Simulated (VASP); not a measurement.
Band structure of KCl (rock salt). Method: MS2 meta-GGA, VASP's PBE PAW potentials (set 64) (plane waves; VASP).

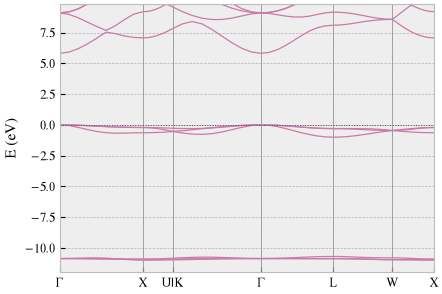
Figure. Bands along high-symmetry lines, zero at the valence-band maximum or, without a gap, the Fermi level

Problem. Read the plot: is there a gap, and where are the band edges?

Solution. The gap is direct, 5.81 eV, from the valence maximum at Γ to the conduction minimum at Γ.

Measured: gap 8.50 eV (computed value off by -2.69 eV), as given by David Koller et al., Journal of Physics Condensed Matter (2013), arXiv:1304.4470.

The compound is KCl in the rock salt structure. It was relaxed first.
